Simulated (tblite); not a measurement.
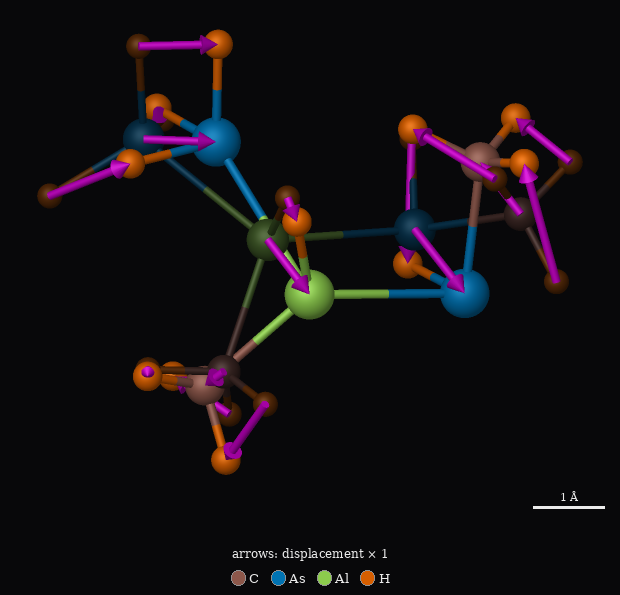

This is a relaxation of C2H11AlAs2. The starting structure is drawn faded, the final one solid; purple arrows show the displacements, at their true length. The two geometries are superimposed by the best rigid fit.

The picture is a ball-and-stick view, seen at a tilt.

Computed with tblite 0.8.0, GFN2-xTB geometry optimisation, gas phase. 

Which element moves most?

Hydrogen: up to 1.83 Å, against 1.26 Å for arsenic.

Describe the change and its energy.

The atom that moves furthest after the best rigid fit is an H atom (1.83 Å). By element the largest moves are H 1.83 Å, As 1.26 Å, Al 1.01 Å, C 0.94 Å. Among the contacts that change: Al–As 2.463 → 2.789 Å, As–H 1.561 → 1.484 Å, As–H 1.575 → 1.501 Å, C–H 1.130 → 1.097 Å. Bond angles that change, for instance: Al–As–H 111.5° → 146.1°, As–Al–H 105.5° → 76.2°, Al–As–H 108.1° → 82.6°. After 285 geometry steps the energy has fallen by 45.8 kcal/mol.
